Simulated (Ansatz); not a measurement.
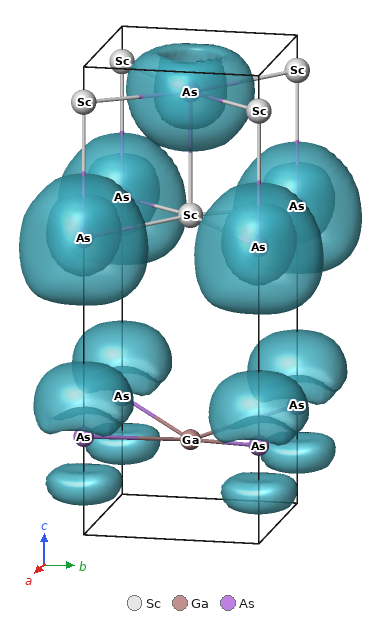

Sc2GaAs3. Isosurface of the electron localisation function at 0.65 (cyan), seen slightly off an axis. Only the valence region is drawn (cores and ρ < 0.01 e/Å³ removed). Sticks mark near contacts.

Space group P4mm; a generated structure, not necessarily the stable one.

The calculation used Ansatz, DFT PBE, scalar-relativistic, plane waves, PAW.

In a PAW calculation such maps are meaningful between the atoms, not at the nuclei.

> Where are the electrons localised?

The surface consists of one lobe of the valence shell of As pointing towards Sc (polar bonds), one lobe on As, pointing away from the bonds (lone pairs) and two regions wrapped around As (the valence shell of each), counted in one cell of 6 atoms. Regions shared between cells count once.

Values along the shortest contacts:
Ga–As (2.61 Å): the ELF is about 0.55 at the midpoint. Sc–As (2.67 Å): the ELF is about 0.50 at the midpoint.
